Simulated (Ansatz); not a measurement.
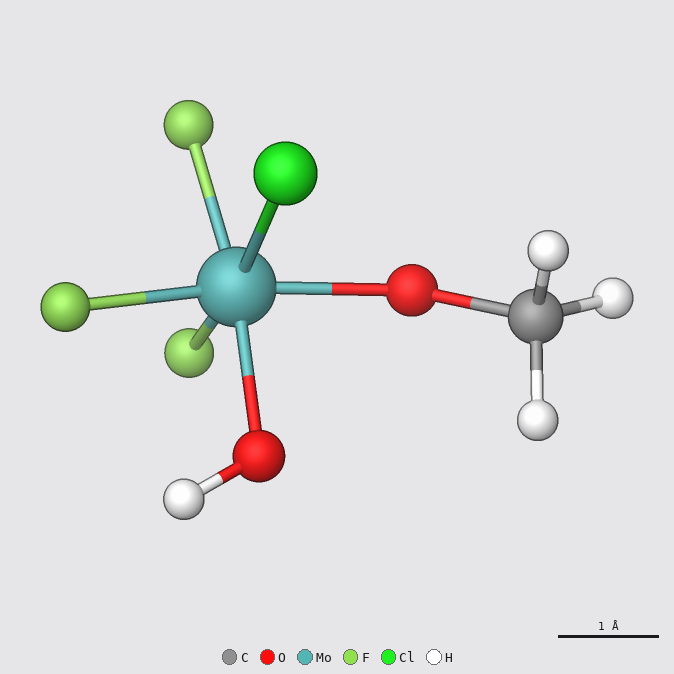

A ball-and-stick model of a molecule.

Charge 0, singlet. The computed structure is the end point of a PBE0-D4/def2-TZVP optimisation.

Question: Count the atoms of each element.

Answer: CH₄ClF₃MoO₂, 12 atoms: 1 carbon, 4 hydrogen, 1 chlorine, 3 fluorine, 1 molybdenum and 2 oxygen.

Question: Count the bonded pairs by element.

Answer: 3 F–Mo, 3 C–H, 2 Mo–O, 1 C–O, 1 Cl–Mo, 1 O–H.

Question: Give a SMILES string for it.

Answer: C[O][Mo]([OH])([F])([F])([F])[Cl]

The parts below concern this one geometry. Atoms keep their numbers from picture to picture.

Shape

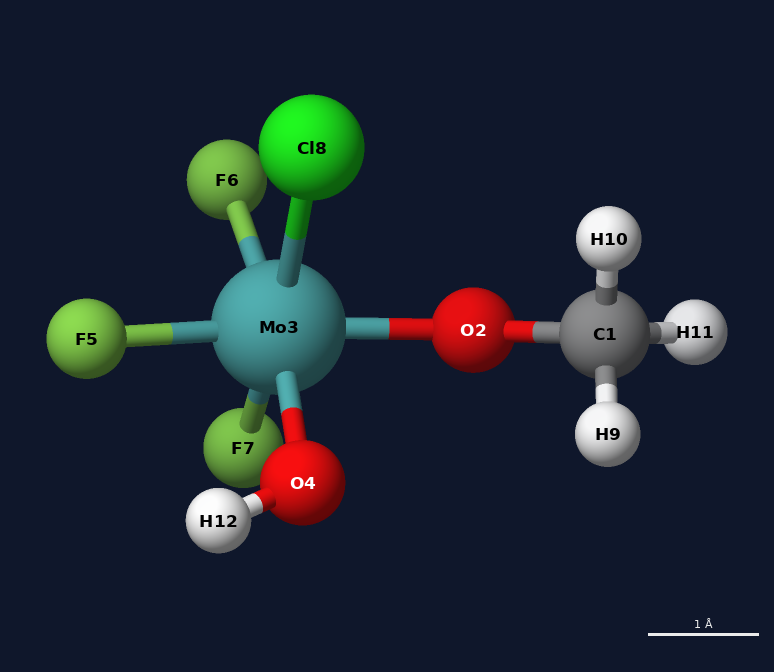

List the bonds and their lengths.

```csv
bond,length (Å)
C1–O2,1.394
C1–H9,1.094
C1–H10,1.096
C1–H11,1.091
O2–Mo3,1.794
Mo3–O4,1.871
Mo3–F5,1.853
Mo3–F6,1.846
Mo3–F7,1.846
Mo3–Cl8,2.317
O4–H12,0.964
```

Vibrations

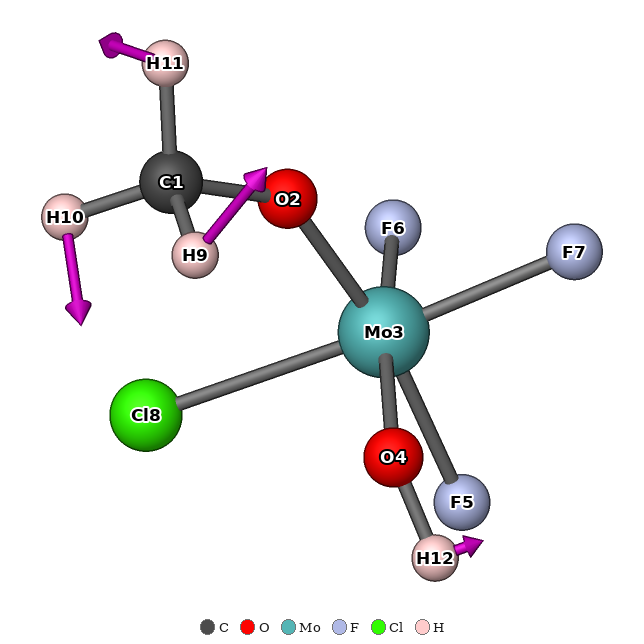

The arrows show one normal mode. Harmonic vibrations computed with RKS PBE0-D4/def2-TZVP, core potentials on Mo (Ansatz 0.2.0) at a stationary point of the same level.

Question: Estimate its harmonic wavenumber.

Answer: 136 cm⁻¹; it is mode 4 of 30 counted from the lowest.

Charges

The questions are on Mulliken charges. Level of theory: RKS B3LYP-D4/def2-TZVPP, core potentials on Mo (Ansatz 0.2.0).

Question: Which atom carries the highest charge (most positive or least negative)?

Answer: Mo3 (1.51 e).

Question: And the lowest?

Answer: O4 (−0.39 e).

List the Mulliken charges.

```csv
atom,value (e)
C1,−0.09
O2,−0.35
Mo3,1.51
O4,−0.39
F5,−0.36
F6,−0.34
F7,−0.35
Cl8,−0.26
H9,0.14
H10,0.12
H11,0.14
H12,0.23
```

Levels of theory compared

Program: Ansatz 0.2.0.

Compare HOMO–LUMO gap (eV), vertical IP (eV), HOMO energy (eV) at these levels: B3LYP-D4/def2-TZVPP; PBE-D4/def2-TZVPP; PBE0-D4/def2-TZVPP; r2SCAN-D4/def2-TZVPP; ωB97M-V/def2-TZVPP; ωB97X-V/def2-TZVPP.

```tsv
level	HOMO–LUMO gap (eV)	vertical IP (eV)	HOMO energy (eV)
B3LYP-D4/def2-TZVPP	4.31	11.19	−8.84
PBE-D4/def2-TZVPP	2.85	10.72	−7.63
PBE0-D4/def2-TZVPP	4.78	11.18	−9.11
r2SCAN-D4/def2-TZVPP	3.10	10.97	−8.02
ωB97M-V/def2-TZVPP	9.04	11.34	−11.35
ωB97X-V/def2-TZVPP	9.17	11.34	−11.47
```

Dipole moment

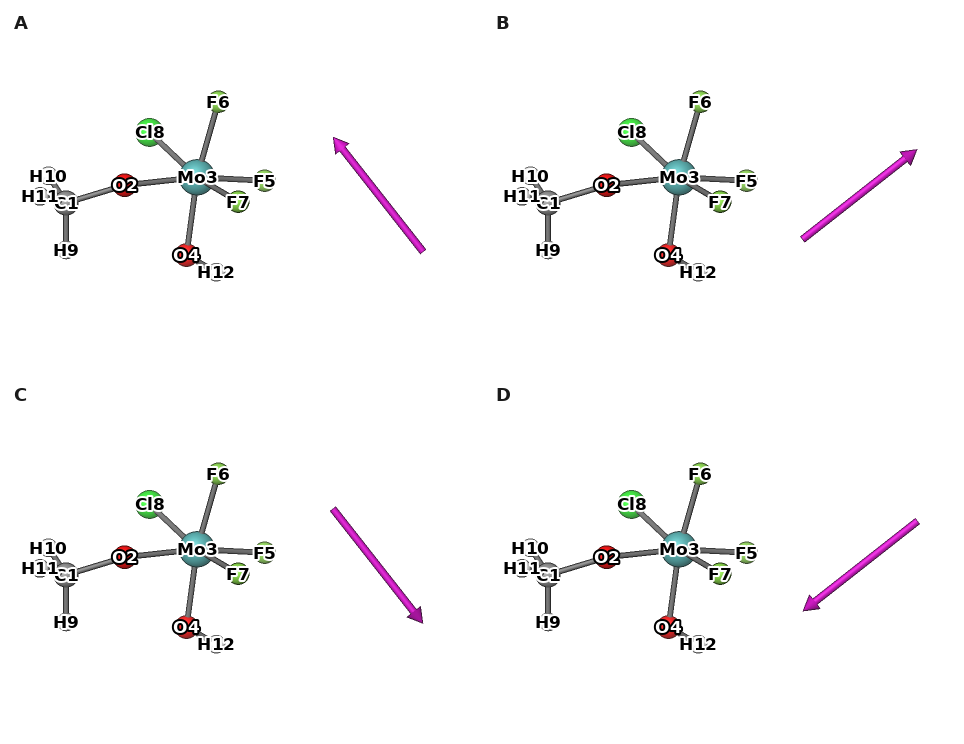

The same molecule four times, each with an arrow. Level of theory: RKS ωB97M-V/def2-TZVPP, core potentials on Mo (Ansatz 0.2.0).

Question: Which arrow points along the dipole moment, from the negative to the positive end?

Answer: D. The dipole moment is 4.58 D; it points from the side of F6 to the side of H9 (the outermost atoms at the two ends).

Mulliken values depend strongly on the basis set and can even reverse the polarity of a bond.
